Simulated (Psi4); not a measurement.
**GaGeH5 (SMILES [GaH2][GeH3]) at r2SCAN/def2-SVPD**

What is the energy change on altering one bond length of GaGeH5 at r2SCAN/def2-SVPD? 

Program for the calculation: Psi4 1.11.

### 1 The system as given

GaGeH5: 7 atoms, total charge 0, spin state singlet. As SMILES, `[GaH2][GeH3]`. The coordinates come from a PBE0-D4/def2-TZVP relaxation.

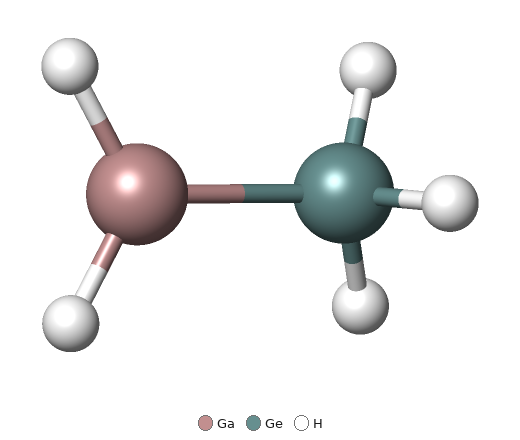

The structure, seen from a chosen angle (gallium pink, germanium teal, hydrogen white).

### 2 Energy and gradient at r2SCAN/def2-SVPD

File gageh5.json:

```json
{
  "schema_name": "qcschema_input",
  "schema_version": 1,
  "molecule": {
    "schema_name": "qcschema_molecule",
    "schema_version": 2,
    "symbols": ["Ga", "Ge", "H", "H", "H", "H", "H"],
    "geometry": [-0.69258462, -2.56927164, 0.21051549, 0.52496592, 1.86686044, -0.20295659, 1.00136587, -4.44898222, 1.76689393, -3.19930633, -3.57479491, -1.02574334, -0.58109078, 3.13184311, -2.57872027, -0.4650616, 3.36333456, 2.09589524, 3.41190052, 2.23101066, -0.26569549],
    "molecular_charge": 0,
    "molecular_multiplicity": 1,
    "fix_symmetry": "c1",
    "fix_com": true,
    "fix_orientation": true
  },
  "driver": "gradient",
  "model": {
    "method": "r2scan",
    "basis": "def2-SVPD"
  },
  "keywords": {
    "reference": "rks",
    "puream": true,
    "e_convergence": 1e-09,
    "d_convergence": 1e-08,
    "scf_type": "pk",
    "dft_radial_points": 99,
    "dft_spherical_points": 590,
    "scf_properties": ["MULLIKEN_CHARGES", "MAYER_INDICES", "LOWDIN_CHARGES"]
  }
}
```

Started as:

```bash
psi4 --qcschema gageh5.json -n 1 --memory 1600MB
```

stdout:

```text
[...]
  Running in c1 symmetry.
[...]
  Nuclear repulsion =  294.590144761275951
[...]
  Multiplicity = 1
[...]
  Nalpha       = 34
  Nbeta        = 34
[...]
    Number of basis functions: 116
[...]
   @RKS iter   1: -4001.00714452969351   -2.99871e+00   3.08550e-02 DIIS/ADIIS
[...]
   @RKS iter  13: -4004.31479106470533   -2.72848e-12   4.35576e-09 DIIS
[...]
  @RKS Final Energy: -4004.31479106470533
   => Energetics <=
    Nuclear Repulsion Energy =            294.5901447612759512
    One-Electron Energy =               -6169.2002071813803923
    Two-Electron Energy =                2026.2026274572456259
    DFT Exchange-Correlation Energy =    -155.9073561018463181
    Empirical Dispersion Energy =           0.0000000000000000
    VV10 Nonlocal Energy =                  0.0000000000000000
    Total Energy =                      -4004.3147910647053322
[...]
 Multipole Moments:
 ------------------------------------------------------------------------------------
     Multipole            Electronic (a.u.)      Nuclear  (a.u.)        Total (a.u.)
 ------------------------------------------------------------------------------------
 L = 1.  Multiply by 2.5417464519 to convert [e a0] to [Debye]
 Dipole X            :          4.4829720           -4.5034061           -0.0204341
 Dipole Y            :         19.1061276          -19.2054756           -0.0993480
 Dipole Z            :         -0.0297572            0.0239994           -0.0057578
 Magnitude           :                                                    0.1015910
[...]
  Mulliken Charges: (a.u.)
   Center  Symbol    Alpha    Beta     Spin     Total
       1    GA    15.43824 15.43824  0.00000  0.12353
       2    GE    16.18357 16.18357  0.00000 -0.36715
       3     H     0.50088  0.50088  0.00000 -0.00175
       4     H     0.50045  0.50045  0.00000 -0.00090
       5     H     0.45823  0.45823  0.00000  0.08354
       6     H     0.46004  0.46004  0.00000  0.07993
       7     H     0.45860  0.45860  0.00000  0.08280
   Total alpha = 34.00000, Total beta = 34.00000, Total charge =  0.00000
  Lowdin Charges: (a.u.)
[...]
  -Total Gradient:
     Atom            X                  Y                   Z
    ------   -----------------  -----------------  -----------------
       1       -0.000047651493    -0.000324057130    -0.000063377455
       2        0.000302959872     0.001503225291     0.000161285436
       3        0.001071029382    -0.001006171591     0.000934380022
       4       -0.001489224475    -0.000472184410    -0.000768847302
       5       -0.000347473625     0.000173580597    -0.000823111030
       6       -0.000353222093     0.000275534705     0.000683526387
       7        0.000873220750    -0.000106945809    -0.000119621977
[...]
```

The result, in JSON:

```text
{
 "driver": "gradient",
 "model": {
  "method": "r2scan",
  "basis": "def2-SVPD"
 },
 "success": true,
 "return_result": [-4.7651492763786055e-05, -0.0003240571299082187, -6.337745536195549e-05, 0.0003029598718961744, 0.0015032252906797272, 0.00016128543564580388, 0.0010710293818969596, -0.0010061715907337815, 0.0009343800222609833, -0.00148922447456315, -0.0004721844101778644, -0.000768847301627705, -0.00034747362490328976, 0.00017358059672421822, -0.0008231110303405786, -0.0003532220929232943, 0.00027553470524811774, 0.0006835263870687003, 0.000873220749623177, -0.00010694580888189267, -0.00011962197666451086],
 "properties": {
  "calcinfo_nbasis": 116,
  "calcinfo_nmo": 116,
  "calcinfo_nalpha": 34,
  "calcinfo_nbeta": 34,
  "calcinfo_natom": 7,
  "nuclear_repulsion_energy": 294.59014476127595,
  "return_energy": -4004.3147910647053,
  "return_gradient": [-4.7651492763786055e-05, -0.0003240571299082187, -6.337745536195549e-05, 0.0003029598718961744, 0.0015032252906797272, 0.00016128543564580388, 0.0010710293818969596, -0.0010061715907337815, 0.0009343800222609833, -0.00148922447456315, -0.0004721844101778644, -0.000768847301627705, -0.00034747362490328976, 0.00017358059672421822, -0.0008231110303405786, -0.0003532220929232943, 0.00027553470524811774, 0.0006835263870687003, 0.000873220749623177, -0.00010694580888189267, -0.00011962197666451086],
  "scf_one_electron_energy": -6169.20020718138,
  "scf_two_electron_energy": 2026.2026274572456,
  "scf_xc_energy": -155.90735610184632,
  "scf_dipole_moment": [-0.02043405563682832, -0.09934796770439291, -0.005757819627607574],
  "scf_total_energy": -4004.3147910647053,
  "scf_total_gradient": [-4.7651492763786055e-05, -0.0003240571299082187, -6.337745536195549e-05, 0.0003029598718961744, 0.0015032252906797272, 0.00016128543564580388, 0.0010710293818969596, -0.0010061715907337815, 0.0009343800222609833, -0.00148922447456315, -0.0004721844101778644, -0.000768847301627705, -0.00034747362490328976, 0.00017358059672421822, -0.0008231110303405786, -0.0003532220929232943, 0.00027553470524811774, 0.0006835263870687003, 0.000873220749623177, -0.00010694580888189267, -0.00011962197666451086],
  "scf_iterations": 13
 }
}
```

Run time: 40 s. Hardware: 1 thread of AMD EPYC 9R45 (Zen 5), shared host; peak memory 0.7 GiB.

### 3 The distorted shape

File gageh5.xyz:

```xyz
7
GaGeH5
Ga    -0.500940    -1.210417    -0.012122
Ge     0.143360     1.137083    -0.230922
H      0.529900    -2.354300     0.935000
H     -1.827440    -1.742517    -0.666322
H     -0.441940     1.806483    -1.488122
H     -0.380540     1.928983     0.985578
H      1.671060     1.329783    -0.264122
```

File job.py:

```python
import psi4

psi4.set_memory(1600000000)
psi4.set_num_threads(1)
psi4.core.set_output_file('output.dat', False)

with open('gageh5.xyz') as f:
    atoms = ''.join(f.readlines()[2:])
m = psi4.geometry('0 1\n' + atoms + 'symmetry c1')

psi4.set_options({
    'puream': True,
    'e_convergence': 1e-09,
    'd_convergence': 1e-08,
    'scf_type': 'pk',
    'dft_radial_points': 99,
    'dft_spherical_points': 590,
})

e, wfn = psi4.gradient('r2scan/def2-SVPD', molecule=m, return_wfn=True)
psi4.oeprop(wfn, 'WIBERG_LOWDIN_INDICES', 'MULLIKEN_CHARGES', 'LOWDIN_CHARGES')
print('gradient / Eh bohr^-1')
print(e.np.round(6))
print(f'energy = {wfn.energy():.10f} Eh')
```

Started as:

```bash
python job.py
```

output.dat:

```text
[...]
  Running in c1 symmetry.
[...]
  Nuclear repulsion =  292.952226517797499
[...]
  Multiplicity = 1
[...]
  Nalpha       = 34
  Nbeta        = 34
[...]
    Number of basis functions: 116
[...]
   @RKS iter   1: -4000.94995861529151   -3.02634e+00   3.08384e-02 ADIIS/DIIS
[...]
   @RKS iter  13: -4004.30379102268807   -3.09228e-11   4.95630e-09 DIIS
[...]
  @RKS Final Energy: -4004.30379102268807
   => Energetics <=
    Nuclear Repulsion Energy =            292.9522265177974987
    One-Electron Energy =               -6165.7018722424736552
    Two-Electron Energy =                2024.3145267838708605
    DFT Exchange-Correlation Energy =    -155.8686720818826643
    Empirical Dispersion Energy =           0.0000000000000000
    VV10 Nonlocal Energy =                  0.0000000000000000
    Total Energy =                      -4004.3037910226880740
[...]
 Multipole Moments:
 ------------------------------------------------------------------------------------
     Multipole            Electronic (a.u.)      Nuclear  (a.u.)        Total (a.u.)
 ------------------------------------------------------------------------------------
 L = 1.  Multiply by 2.5417464519 to convert [e a0] to [Debye]
 Dipole X            :          0.2227648           -0.3383896           -0.1156248
 Dipole Y            :          1.7769155           -1.7090435            0.0678719
 Dipole Z            :         -0.4892197            0.3793039           -0.1099158
 Magnitude           :                                                    0.1733701
[...]
  -Total Gradient:
     Atom            X                  Y                   Z
    ------   -----------------  -----------------  -----------------
       1       -0.021125088515     0.022480994741    -0.019199077355
       2       -0.001471615175     0.000498643660    -0.000834920546
       3        0.023435964786    -0.025554668413     0.021377463865
       4       -0.001728169795     0.001158822948    -0.001369843889
       5       -0.000040135793     0.000750357527    -0.000659728964
       6       -0.000215655590     0.000653461990     0.000742383602
       7        0.001135673151     0.000083151449    -0.000070792006
[...]
  Mulliken Charges: (a.u.)
   Center  Symbol    Alpha    Beta     Spin     Total
       1    GA    15.40570 15.40570  0.00000  0.18861
       2    GE    16.17955 16.17955  0.00000 -0.35909
       3     H     0.53742  0.53742  0.00000 -0.07485
       4     H     0.50295  0.50295  0.00000 -0.00590
       5     H     0.45733  0.45733  0.00000  0.08534
       6     H     0.45942  0.45942  0.00000  0.08117
       7     H     0.45764  0.45764  0.00000  0.08473
   Total alpha = 34.00000, Total beta = 34.00000, Total charge = -0.00000
  Lowdin Charges: (a.u.)
[...]
```

On the terminal:

```text
gradient / Eh bohr^-1
[[-2.1125e-02  2.2481e-02 -1.9199e-02]
 [-1.4720e-03  4.9900e-04 -8.3500e-04]
 [ 2.3436e-02 -2.5555e-02  2.1377e-02]
 [-1.7280e-03  1.1590e-03 -1.3700e-03]
 [-4.0000e-05  7.5000e-04 -6.6000e-04]
 [-2.1600e-04  6.5300e-04  7.4200e-04]
 [ 1.1360e-03  8.3000e-05 -7.1000e-05]]
energy = -4004.3037910227 Eh
```

Wall time 40 s (1 thread of AMD EPYC 9R45 (Zen 5), shared host); peak memory 0.71 GiB.

### 4 What came out

At r2SCAN/def2-SVPD:

| quantity | value |
| --- | --- |
| first shape: total energy | -4004.31479 Eh |
| first shape: dipole moment | 0.26 D |
| first shape: HOMO energy | -6.81 eV |
| first shape: LUMO energy | -2.64 eV |
| first shape: HOMO–LUMO gap | 4.17 eV |
| first shape: largest force on an atom | 0.090 eV/Å |
| distorted shape: total energy | -4004.30379 Eh |
| distorted shape: dipole moment | 0.44 D |
| distorted shape: HOMO energy | -6.83 eV |
| distorted shape: LUMO energy | -2.69 eV |
| distorted shape: HOMO–LUMO gap | 4.13 eV |
| distorted shape: largest force on an atom | 2.095 eV/Å |
| energy change with the Ga1–H3 bond stretched from 1.572 to 1.808 Å | 0.299 eV |

**Reading.** With the Ga1–H3 bond stretched from 1.572 to 1.808 Å the energy rises by 0.30 eV (28.9 kJ/mol). The first shape isn't relaxed at this level, so the change isn't measured from a minimum. Mulliken charges (distorted shape) run from -0.36 on Ge2 to +0.19 on Ga1; in a basis this large or diffuse they mean little.
